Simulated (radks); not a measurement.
The Lu³⁺ ion in the configuration [Xe] 4f14. Theory: scalar-relativistic Kohn-Sham, PBE, spin-unpolarised, spherical densities, point nucleus (computed with the in-house radial solver radks).

Wanted: the number of electrons inside radius r (solid) and the radial density 4πr²ρ (dashed).

The count levels off at 68 electrons. Half of them lie within 0.387 bohr, 90 % within 1.15 bohr and 99 % within 2.08 bohr. The radial density has minima at 0.0253, 0.108 and 0.315 bohr, where the count stands at 1.9, 11.1 and 29.7; these part the shells that the density resolves.

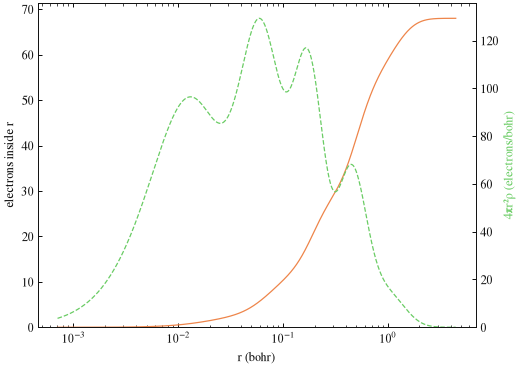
